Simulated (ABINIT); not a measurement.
## KBaH3 (Pm-3m): third-order response

Which lines does KBaH3 (Pm-3m) show in Raman and infrared spectra?

Main program and level: ABINIT 10.8.3; DFT LDA, scalar-relativistic, plane waves, PseudoDojo norm-conserving pseudopotentials.

The structure was built from a prototype and need not be the compound's stable phase.

## Step 1: The structure

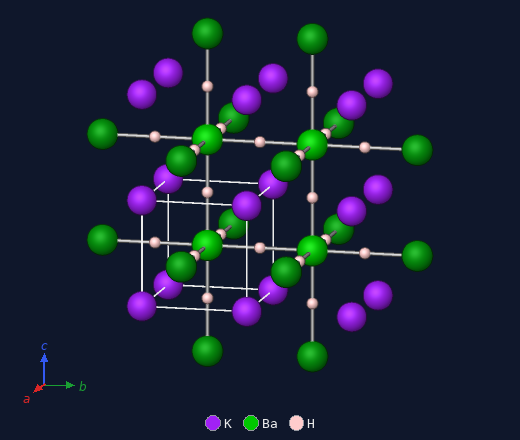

The cell as given, slightly off an axis (potassium purple, barium green, hydrogen pink). 1×2×2 cells are drawn. Some periodic images of atoms are drawn too.

Structure file:

```cif
data_structure
_symmetry_space_group_name_H-M 'P 1'
_symmetry_Int_Tables_number 1
_cell_length_a 5.2920
_cell_length_b 5.2920
_cell_length_c 5.2920
_cell_angle_alpha 90.000
_cell_angle_beta 90.000
_cell_angle_gamma 90.000
_cell_volume 148.20
loop_
_atom_site_label
_atom_site_type_symbol
_atom_site_fract_x
_atom_site_fract_y
_atom_site_fract_z
_atom_site_occupancy
K1 K 0.00000 0.00000 0.00000 1
Ba2 Ba 0.50000 0.50000 0.50000 1
H3 H 0.50000 0.50000 0.00000 1
H4 H 0.50000 0.00000 0.50000 1
H5 H 0.00000 0.50000 0.50000 1
```

## Step 2: A first look

A first run with smearing and empty bands tells whether the crystal has a gap, which decides between fixed occupations and smearing later on.

The input, probe.abi:

```
# ground state
tolvrs 1.0d-08
prtden 1
prtwf 1

# basis, mesh and filling
ecut 32.0
ngkpt 4 4 4
nshiftk 1
shiftk 0.0 0.0 0.0
istwfk *1
occopt 7
tsmear 0.005
nband 18
nstep 100
diemac 9.0
prtebands 0
prtgsr 0

# cell and atoms
acell 3*1.0 Angstrom
rprim 
    5.292 0.0 0.0
    0.0 5.292 0.0
    0.0 0.0 5.292
ntypat 3
znucl 19 56 1
natom 5
typat 1 2 3 3 3
xred 
    0.0 0.0 0.0
    0.5 0.5 0.5
    0.5 0.5 0.0
    0.5 0.0 0.5
    0.0 0.5 0.5
pp_dirpath "./pseudo"
pseudos "K.upf, Ba.upf, H.upf"
```

Command:

```
> OMP_NUM_THREADS=1 mpirun -n 4 abinit probe.abi > probe.log
```

Numbers of over 12 decimals in the logs are rounded to 6 here.

probe.abo, the main output file:

```text
[banners, grids, parts of the stress and lines that vanish by symmetry left out]
- input  file    -> probe.abi
- output file    -> probe.abo
- root for input  files -> probei
[...]
Symmetries : space group Pm -3 m (#221); Bravais cP (primitive cubic)
[...]
mpw =        8709          nfft =      157464          nkpt =          10
[...]
== DATASET  1 ==================================================================
[...]
cutoff_energies: {ecut:  32.0, pawecutdg:  -1.0, }
[...]
ETOT  1  -59.770635339707    -5.977E+01 2.048E-02 4.513E+02
 ETOT  2  -59.833368530150    -6.273E-02 1.343E-03 4.510E+01
 ETOT  3  -59.835393483020    -2.025E-03 9.910E-04 1.345E+01
 ETOT  4  -59.835886438154    -4.930E-04 7.685E-04 6.957E-02
 ETOT  5  -59.835891425800    -4.988E-06 1.491E-04 5.158E-03
 ETOT  6  -59.835891802294    -3.765E-07 9.699E-05 9.896E-05
 ETOT  7  -59.835891806095    -3.801E-09 6.178E-05 1.091E-05
 ETOT  8  -59.835891806685    -5.903E-10 3.674E-05 3.990E-07
 ETOT  9  -59.835891806722    -3.693E-11 4.242E-05 3.027E-09
 At SCF step    9       vres2   =  3.03E-09 < tolvrs=  1.00E-08 =>converged.
[...]
sigma(1 1)=  7.75832007E-05  sigma(3 2)=  0.00000000E+00
  sigma(2 2)=  7.75832007E-05  sigma(3 1)=  0.00000000E+00
  sigma(3 3)=  7.75832007E-05  sigma(2 1)=  0.00000000E+00
[...]
convergence: {deltae: -3.693E-11, res2:  3.027E-09, residm:  4.242E-05, diffor: null, }
etotal    :  -5.98358918E+01
[...]
sigma(1 1)=  7.75832007E-05  sigma(3 2)=  0.00000000E+00
  sigma(2 2)=  7.75832007E-05  sigma(3 1)=  0.00000000E+00
  sigma(3 3)=  7.75832007E-05  sigma(2 1)=  0.00000000E+00
[...]
- sigma(1 1)=  2.28257657E+00  sigma(3 2)=  0.00000000E+00
- sigma(2 2)=  2.28257657E+00  sigma(3 1)=  0.00000000E+00
- sigma(3 3)=  2.28257657E+00  sigma(2 1)=  0.00000000E+00
[...]
fcart     -0.0000000000E+00 -0.0000000000E+00 -0.0000000000E+00
           strten      7.7583200664E-05  7.7583200664E-05  7.7583200664E-05
================================================================================

[key lines of the parts left out:]
pressure_GPa:  -2.2826E+00
```

The job ended after 18 s (4 MPI ranks of Arm Neoverse V1, shared host).

Numbers from this step:

```yaml
volume_per_atom: 29.64 Å³
pressure: -2.283 GPa
gap_on_the_k_mesh: 1.780 eV
```

A gap of 1.8 eV opens on this mesh, so the crystal is taken as an insulator; the printed pressure holds the stress of the finite basis too.

## Step 3: Rough relaxation

The typed start is rough, so a first relaxation with smearing and loose thresholds takes it towards rest cheaply.

The input, prerelax.abi:

```
# relaxation
ionmov 2
optcell 2
dilatmx 1.15
chkdilatmx 0
ntime 40
tolmxf 3.0d-04
tolvrs 1.0d-10
prtwf 0
prtden 0
chksymtnons 0

# basis, mesh and filling
ecut 32.0
ecutsm 3.0
ngkpt 4 4 4
nshiftk 1
shiftk 0.0 0.0 0.0
istwfk *1
occopt 7
tsmear 0.005
nband 18
nstep 100
diemac 9.0
prtebands 0
prtgsr 0

# cell and atoms
acell 3*1.0 Angstrom
rprim 
    5.292 0.0 0.0
    0.0 5.292 0.0
    0.0 0.0 5.292
ntypat 3
znucl 19 56 1
natom 5
typat 1 2 3 3 3
xred 
    0.0 0.0 0.0
    0.5 0.5 0.5
    0.5 0.5 0.0
    0.5 0.0 0.5
    0.0 0.5 0.5
pp_dirpath "./pseudo"
pseudos "K.upf, Ba.upf, H.upf"
```

Command:

```
> OMP_NUM_THREADS=1 mpirun -n 4 abinit prerelax.abi > prerelax.log
```

prerelax.abo, the main output file:

```text
[banners, grids, parts of the stress and lines that vanish by symmetry left out]
- input  file    -> prerelax.abi
- output file    -> prerelax.abo
- root for input  files -> prerelaxi
[...]
Symmetries : space group Pm -3 m (#221); Bravais cP (primitive cubic)
[...]
mpw =       13205          nfft =      216000          nkpt =          10
[...]
== DATASET  1 ==================================================================
[...]
cutoff_energies: {ecut:  32.0, pawecutdg:  -1.0, }
[...]
ETOT  1  -59.768922691964    -5.977E+01 2.368E-02 6.162E+02
 ETOT  2  -59.833083535230    -6.416E-02 8.276E-04 6.394E+01
 ETOT  3  -59.835233569284    -2.150E-03 1.048E-03 1.881E+01
 ETOT  4  -59.835733143877    -4.996E-04 5.108E-04 9.215E-02
 ETOT  5  -59.835737596255    -4.452E-06 1.056E-04 7.834E-03
[...]
At SCF step   10       vres2   =  6.91E-11 < tolvrs=  1.00E-10 =>converged.
[...]
ETOT  9  -59.842069180656    -2.323E-12 4.885E-06 5.106E-12
 At SCF step    9       vres2   =  5.11E-12 < tolvrs=  1.00E-10 =>converged.
[...]
sigma(1 1)=  1.27010156E-07  sigma(3 2)=  0.00000000E+00
  sigma(2 2)=  1.27010156E-07  sigma(3 1)=  0.00000000E+00
  sigma(3 3)=  1.27010156E-07  sigma(2 1)=  0.00000000E+00
[...]
convergence: {deltae: -2.323E-12, res2:  5.106E-12, residm:  4.885E-06, diffor: null, }
etotal    :  -5.98420692E+01
[...]
At Broyd/MD step   5, gradients are converged :
[...]
sigma(1 1)=  1.27010156E-07  sigma(3 2)=  0.00000000E+00
  sigma(2 2)=  1.27010156E-07  sigma(3 1)=  0.00000000E+00
  sigma(3 3)=  1.27010156E-07  sigma(2 1)=  0.00000000E+00
[...]
- sigma(1 1)=  3.73676781E-03  sigma(3 2)=  0.00000000E+00
- sigma(2 2)=  3.73676781E-03  sigma(3 1)=  0.00000000E+00
- sigma(3 3)=  3.73676781E-03  sigma(2 1)=  0.00000000E+00
[...]
fcart     -0.0000000000E+00 -0.0000000000E+00 -0.0000000000E+00
           strten      1.2701015614E-07  1.2701015615E-07  1.2701015615E-07
================================================================================

[key lines of the parts left out:]
pressure_GPa:  -3.7368E-03
Total energy (etotal) [Ha]= -5.98420691806565E+01
```

Elapsed: 2 min, on 4 MPI ranks.

The steps of the relaxation:

| step | energy less that of the first step (eV) | largest force (eV/Å) | volume (Å³) |
| --- | --- | --- | --- |
| 1 | 0.0000 | 0.0000 | 148.20 |
| 2 | -0.0138 | 0.0000 | 147.19 |
| 3 | -0.1645 | 0.0000 | 122.47 |
| 4 | -0.1720 | 0.0000 | 127.15 |
| 5 | -0.1723 | 0.0000 | 126.46 |

| conventional cell, symmetrised | before | after | change |
| --- | --- | --- | --- |
| a (Å) | 5.292 | 5.019 | -5.2 % |
| b (Å) | 5.292 | 5.019 | -5.2 % |
| c (Å) | 5.292 | 5.019 | -5.2 % |
| volume (Å³/atom) | 29.64 | 25.29 | -14.7 % |

Final coordinates:

```xyz
5
Lattice="5.0194 0.0000 0.0000 0.0000 5.0194 0.0000 0.0000 0.0000 5.0194" Properties=species:S:1:pos:R:3 pbc="T T T"
K     0.0000    0.0000    0.0000
Ba    2.5097    2.5097    2.5097
H     2.5097    2.5097    0.0000
H     2.5097    0.0000    2.5097
H     0.0000    2.5097    2.5097
```

Numbers from this step:

- volume per atom: 25.29 Å³
- pressure: -0.003737 GPa
- gap on the k-mesh: 1.522 eV

The volume changes by -14.7 % in this run and stands -14.7 % from the first cell.

## Step 4: Rough relaxation

The cell changed much, so the rough relaxation is repeated on a basis made for the new cell.

Edit prerelax.abi of step 3 so:

```diff
@@ -30,5 +30,5 @@
 rprim 
-    5.292 0.0 0.0
-    0.0 5.292 0.0
-    0.0 0.0 5.292
+    5.019373608 0.0 0.0
+    0.0 5.019373608 0.0
+    0.0 0.0 5.019373608
 ntypat 3
```

prerelax.abo, the main output file:

```text
[banners, grids, parts of the stress and lines that vanish by symmetry left out]
- input  file    -> prerelax.abi
- output file    -> prerelax.abo
- root for input  files -> prerelaxi
[...]
Symmetries : space group Pm -3 m (#221); Bravais cP (primitive cubic)
[...]
mpw =       11296          nfft =      216000          nkpt =          10
[...]
== DATASET  1 ==================================================================
[...]
cutoff_energies: {ecut:  32.0, pawecutdg:  -1.0, }
[...]
ETOT  1  -59.775659906086    -5.978E+01 4.088E-02 7.461E+02
 ETOT  2  -59.839873835451    -6.421E-02 4.214E-03 6.061E+01
 ETOT  3  -59.841620734361    -1.747E-03 2.221E-03 1.645E+01
 ETOT  4  -59.842063723867    -4.430E-04 1.113E-03 8.530E-02
 ETOT  5  -59.842068772511    -5.049E-06 1.879E-04 8.605E-03
[...]
ETOT  9  -59.842069180658    -5.741E-12 1.151E-04 1.297E-09
 ETOT 10  -59.842069180654     3.830E-12 1.280E-04 5.997E-12
 At SCF step   10       vres2   =  6.00E-12 < tolvrs=  1.00E-10 =>converged.
[...]
sigma(1 1)=  1.26900251E-07  sigma(3 2)=  0.00000000E+00
  sigma(2 2)=  1.26900251E-07  sigma(3 1)=  0.00000000E+00
  sigma(3 3)=  1.26900251E-07  sigma(2 1)=  0.00000000E+00
[...]
convergence: {deltae:  3.830E-12, res2:  5.997E-12, residm:  1.280E-04, diffor: null, }
etotal    :  -5.98420692E+01
[...]
At Broyd/MD step   1, gradients are converged :
[...]
sigma(1 1)=  1.26900251E-07  sigma(3 2)=  0.00000000E+00
  sigma(2 2)=  1.26900251E-07  sigma(3 1)=  0.00000000E+00
  sigma(3 3)=  1.26900251E-07  sigma(2 1)=  0.00000000E+00
[...]
- sigma(1 1)=  3.73353428E-03  sigma(3 2)=  0.00000000E+00
- sigma(2 2)=  3.73353428E-03  sigma(3 1)=  0.00000000E+00
- sigma(3 3)=  3.73353428E-03  sigma(2 1)=  0.00000000E+00
[...]
fcart     -0.0000000000E+00 -0.0000000000E+00 -0.0000000000E+00
           strten      1.2690025090E-07  1.2690025090E-07  1.2690025090E-07
================================================================================

[key lines of the parts left out:]
pressure_GPa:  -3.7335E-03
Total energy (etotal) [Ha]= -5.98420691806543E+01
```

Wall time 25 s (4 MPI ranks); 99 s of CPU time.

Little changed from the start: no atom moved by 0.005 Å and no cell edge by 0.1 %.

Numbers from this step:

```
pressure : -0.003734 GPa
```

The volume changes by +0.0 % in this run and stands -14.7 % from the first cell.

## Step 5: Relaxation

The harmonic expansion needs vanishing forces, and a free crystal bears no stress, so cell and atoms are brought to rest. Stress is more sensitive to the basis than forces are: the last 3 Ha under the cutoff are smoothed with ecutsm, and the cutoff is raised above that of the later runs.

The input, relax.abi:

```
# relaxation
ionmov 2
optcell 2
dilatmx 1.08
ntime 40
tolmxf 1.0d-05
tolvrs 1.0d-14
prtwf 0
prtden 0
chksymtnons 0

# basis, mesh and filling
ecut 40.0
ecutsm 3.0
ngkpt 4 4 4
nshiftk 1
shiftk 0.0 0.0 0.0
istwfk *1
occopt 1
nband 11
nstep 100
diemac 9.0
prtebands 0
prtgsr 0

# cell and atoms
acell 3*1.0 Angstrom
rprim 
    5.019373611 0.0 0.0
    0.0 5.019373611 0.0
    0.0 0.0 5.019373611
ntypat 3
znucl 19 56 1
natom 5
typat 1 2 3 3 3
xred 
    0.0 0.0 0.0
    0.5 0.5 0.5
    0.5 0.5 0.0
    0.5 0.0 0.5
    0.0 0.5 0.5
pp_dirpath "./pseudo"
pseudos "K.upf, Ba.upf, H.upf"
```

Command:

```
> OMP_NUM_THREADS=1 mpirun -n 4 abinit relax.abi > relax.log
```

relax.abo, the main output file:

```text
[banners, grids, parts of the stress and lines that vanish by symmetry left out]
- input  file    -> relax.abi
- output file    -> relax.abo
- root for input  files -> relaxi
[...]
Symmetries : space group Pm -3 m (#221); Bravais cP (primitive cubic)
[...]
mpw =       13041          nfft =      216000          nkpt =          10
[...]
== DATASET  1 ==================================================================
[...]
cutoff_energies: {ecut:  40.0, pawecutdg:  -1.0, }
[...]
ETOT  1  -59.769695319643    -5.977E+01 3.493E-02 7.221E+02
 ETOT  2  -59.840703785316    -7.101E-02 1.816E-05 5.961E+01
 ETOT  3  -59.841998520798    -1.295E-03 2.253E-05 1.476E+01
 ETOT  4  -59.842397482474    -3.990E-04 7.425E-06 9.573E-02
 ETOT  5  -59.842404674616    -7.192E-06 1.268E-07 8.430E-03
[...]
At SCF step   14       vres2   =  5.21E-16 < tolvrs=  1.00E-14 =>converged.
[...]
sigma(1 1)=  1.53782805E-07  sigma(3 2)=  0.00000000E+00
  sigma(2 2)=  1.53782805E-07  sigma(3 1)=  0.00000000E+00
  sigma(3 3)=  1.53782805E-07  sigma(2 1)=  0.00000000E+00
[...]
convergence: {deltae: -3.524E-12, res2:  5.215E-16, residm:  3.161E-19, diffor: null, }
etotal    :  -5.98424053E+01
[...]
ETOT  1  -59.842405345504    -5.984E+01 3.942E-11 1.056E-05
[...]
At SCF step    9       vres2   =  2.36E-16 < tolvrs=  1.00E-14 =>converged.
[...]
sigma(1 1)=  1.44812446E-07  sigma(3 2)=  0.00000000E+00
  sigma(2 2)=  1.44812446E-07  sigma(3 1)=  0.00000000E+00
  sigma(3 3)=  1.44812446E-07  sigma(2 1)=  0.00000000E+00
[...]
convergence: {deltae:  5.130E-12, res2:  2.363E-16, residm:  6.452E-20, diffor: null, }
etotal    :  -5.98424053E+01
[...]
ETOT  1  -59.842405194836    -5.984E+01 2.012E-10 2.752E-03
[...]
ETOT  9  -59.842405359909    -3.837E-13 1.204E-17 5.057E-14
 ETOT 10  -59.842405359910    -1.243E-12 2.033E-19 8.220E-16
 At SCF step   10       vres2   =  8.22E-16 < tolvrs=  1.00E-14 =>converged.
[...]
sigma(1 1)= -3.56979006E-11  sigma(3 2)=  0.00000000E+00
  sigma(2 2)= -3.56978997E-11  sigma(3 1)=  0.00000000E+00
  sigma(3 3)= -3.56978973E-11  sigma(2 1)=  0.00000000E+00
[...]
convergence: {deltae: -1.243E-12, res2:  8.220E-16, residm:  2.033E-19, diffor: null, }
etotal    :  -5.98424054E+01
[...]
At Broyd/MD step   3, gradients are converged :
[...]
sigma(1 1)= -3.56979006E-11  sigma(3 2)=  0.00000000E+00
  sigma(2 2)= -3.56978997E-11  sigma(3 1)=  0.00000000E+00
  sigma(3 3)= -3.56978973E-11  sigma(2 1)=  0.00000000E+00
[...]
- sigma(1 1)= -1.05026850E-06  sigma(3 2)=  0.00000000E+00
- sigma(2 2)= -1.05026847E-06  sigma(3 1)=  0.00000000E+00
- sigma(3 3)= -1.05026840E-06  sigma(2 1)=  0.00000000E+00
[...]
fcart     -0.0000000000E+00 -0.0000000000E+00 -0.0000000000E+00
           strten     -3.5697900582E-11 -3.5697899714E-11 -3.5697897329E-11
================================================================================

[key lines of the parts left out:]
pressure_GPa:   1.0503E-06
Total energy (etotal) [Ha]= -5.98424053599101E+01
```

Elapsed: 49 s, on 4 MPI ranks; 3.3 min of CPU time.

Little changed from the start: no atom moved by 0.005 Å and no cell edge by 0.1 %.

This step gave:

| Item | Value |
| --- | --- |
| pressure | 1.05e-6 GPa |

The volume changes by -0.0 % in this run and stands -14.7 % from the first cell.

## Step 6: Self-consistent run for the response

The response is built on these wavefunctions, so the potential is converged far more tightly than an energy would need. The mesh is shifted off Γ, since shifted meshes converge sums over the zone faster.

The input, gs.abi:

```
# ground state
tolvrs 1.0d-16
prtden 1
prtwf 1

# basis, mesh and filling
ecut 32.0
ngkpt 4 4 4
nshiftk 1
shiftk 0.5 0.5 0.5
istwfk *1
occopt 1
nband 11
nstep 100
diemac 9.0
prtebands 0
prtgsr 0

# cell and atoms
acell 3*1.0 Angstrom
rprim 
    5.018976716 0.0 0.0
    0.0 5.018976716 0.0
    0.0 0.0 5.018976716
ntypat 3
znucl 19 56 1
natom 5
typat 1 2 3 3 3
xred 
    0.0 0.0 0.0
    0.5 0.5 0.5
    0.5 0.5 0.0
    0.5 0.0 0.5
    0.0 0.5 0.5
pp_dirpath "./pseudo"
pseudos "K.upf, Ba.upf, H.upf"
```

Command:

```
> OMP_NUM_THREADS=1 mpirun -n 4 abinit gs.abi > gs.log
```

gs.abo, the main output file:

```text
[banners, grids, parts of the stress and lines that vanish by symmetry left out]
- input  file    -> gs.abi
- output file    -> gs.abo
- root for input  files -> gsi
[...]
Symmetries : space group Pm -3 m (#221); Bravais cP (primitive cubic)
[...]
mpw =        7393          nfft =      125000          nkpt =           4
[...]
== DATASET  1 ==================================================================
[...]
cutoff_energies: {ecut:  32.0, pawecutdg:  -1.0, }
[...]
ETOT  1  -59.757230996684    -5.976E+01 4.502E-02 3.707E+02
 ETOT  2  -59.840903872197    -8.367E-02 1.353E-05 4.102E+01
 ETOT  3  -59.842126924731    -1.223E-03 1.625E-05 6.532E+00
 ETOT  4  -59.842404892343    -2.780E-04 4.868E-06 5.402E-02
 ETOT  5  -59.842412420091    -7.528E-06 1.672E-07 6.103E-03
[...]
ETOT 14  -59.842413802399     1.428E-12 1.180E-19 1.359E-16
 ETOT 15  -59.842413802401    -1.897E-12 3.214E-21 9.276E-18
 At SCF step   15       vres2   =  9.28E-18 < tolvrs=  1.00E-16 =>converged.
[...]
sigma(1 1)=  2.94483065E-06  sigma(3 2)=  0.00000000E+00
  sigma(2 2)=  2.94483065E-06  sigma(3 1)=  0.00000000E+00
  sigma(3 3)=  2.94483065E-06  sigma(2 1)=  0.00000000E+00
[...]
convergence: {deltae: -1.897E-12, res2:  9.276E-18, residm:  3.214E-21, diffor: null, }
etotal    :  -5.98424138E+01
[...]
sigma(1 1)=  2.94483065E-06  sigma(3 2)=  0.00000000E+00
  sigma(2 2)=  2.94483065E-06  sigma(3 1)=  0.00000000E+00
  sigma(3 3)=  2.94483065E-06  sigma(2 1)=  0.00000000E+00
[...]
- sigma(1 1)=  8.66399091E-02  sigma(3 2)=  0.00000000E+00
- sigma(2 2)=  8.66399091E-02  sigma(3 1)=  0.00000000E+00
- sigma(3 3)=  8.66399091E-02  sigma(2 1)=  0.00000000E+00
[...]
fcart     -0.0000000000E+00 -0.0000000000E+00 -0.0000000000E+00
           strten      2.9448306541E-06  2.9448306541E-06  2.9448306541E-06
================================================================================

[key lines of the parts left out:]
pressure_GPa:  -8.6640E-02
```

Wall time 7.2 s (4 MPI ranks).

This step gave:

```
pressure : -0.08664 GPa
```

The cell stands at -0.087 GPa, close enough for phonons.

## Step 7: The gap at rest

Empty bands on the ground state's density check that the gap assumed so far is there in this cell.

The input, gap.abi:

```
# empty bands on the ground state's density
iscf -2
getden_filepath "gso_DEN"
tolwfr 1.0d-12
nbdbuf 2
prtwf 0

# basis, mesh and filling
ecut 32.0
ngkpt 4 4 4
nshiftk 1
shiftk 0.0 0.0 0.0
istwfk *1
occopt 1
nband 15
nstep 100
diemac 9.0
prtebands 0
prtgsr 0

# cell and atoms
acell 3*1.0 Angstrom
rprim 
    5.018976716 0.0 0.0
    0.0 5.018976716 0.0
    0.0 0.0 5.018976716
ntypat 3
znucl 19 56 1
natom 5
typat 1 2 3 3 3
xred 
    0.0 0.0 0.0
    0.5 0.5 0.5
    0.5 0.5 0.0
    0.5 0.0 0.5
    0.0 0.5 0.5
pp_dirpath "./pseudo"
pseudos "K.upf, Ba.upf, H.upf"
```

Command:

```
> OMP_NUM_THREADS=1 mpirun -n 4 abinit gap.abi > gap.log
```

gap.abo, the main output file:

```text
[banners, grids, parts of the stress and lines that vanish by symmetry left out]
- input  file    -> gap.abi
- output file    -> gap.abo
- root for input  files -> gapi
[...]
Symmetries : space group Pm -3 m (#221); Bravais cP (primitive cubic)
[...]
mpw =        7400          nfft =      125000          nkpt =          10
[...]
== DATASET  1 ==================================================================
[...]
cutoff_energies: {ecut:  32.0, pawecutdg:  -1.0, }
[...]
-outvars: echo values of variables after computation
            acell      1.8897261259E+00  1.8897261259E+00  1.8897261259E+00 Bohr
================================================================================
```

It took 12 s on 4 MPI ranks.

Numbers from this step:

- gap on the k-mesh: 1.519 eV

In this cell the gap on the mesh is 1.5 eV, indirect (smallest direct 1.6 eV), so fixed occupations hold.

(Part 1 of 2 ends here.)

[Host names and launcher messages were left out of these logs when they were recorded.]

[Logs are printed without paths, hosts, clocks, repeated set-up lines and the standing remarks that a program may print on its own settings, such as how far it seeks lower states.]

[Hosts, paths, dates, database ids (printed as entryN), source tags and the programs' standing remarks are cut or masked in the printed files.]
